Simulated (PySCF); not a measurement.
Input

```
{"job": {"kind": "uv", "xc": "PBE0", "basis": "def2-SVPD", "ip": true, "nstates": 10}, "charge": 0, "multiplicity": 1}
Sn    -0.425997     0.513944    -1.321145
H     -0.036753     2.085626    -1.879699
H     -1.376293    -0.422245    -2.395485
O      1.156872    -0.483243    -0.584858
Sn     0.461676    -0.530014     1.301852
H      1.408150     0.382045     2.400047
H      0.064880    -2.111665     1.827291
O     -1.114306     0.479892     0.568297
```

Launched as:

```sh
OMP_NUM_THREADS=1 python probes_run.py task.json out
```

Geometry: PBE0-D3(BJ)/def2-SVP; core potentials replace the inner electrons of Sn.

Level of theory: PBE0/def2-SVPD, SCF density, gas phase, scalar-relativistic core potentials on the heavy atoms (PySCF).

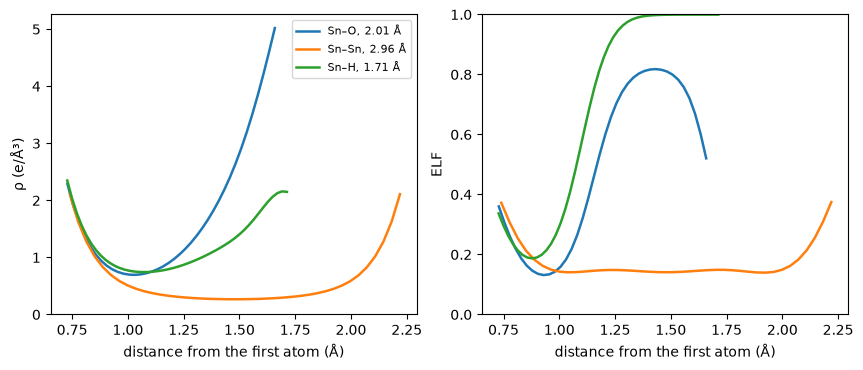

H4O2Sn2. Electron density and electron localisation function along straight lines between neighbouring atoms. The curves leave out the atomic cores.

Question: Compare the contacts.

Answer: Sn–O (2.01 Å): ρ at the midpoint is about 0.7 e/Å³; the ELF peaks at about 0.80 in the valence shell of O, 0.6 Å from its nucleus, and drops to about 0.15 between the two atoms.
Sn–Sn (2.96 Å): the density is about 0.27 e/Å³ at the midpoint; the ELF is about 0.15 at the midpoint.
Sn–H (1.71 Å): the density is about 1.1 e/Å³ at the midpoint; the ELF climbs to about 1 towards the hydrogen.
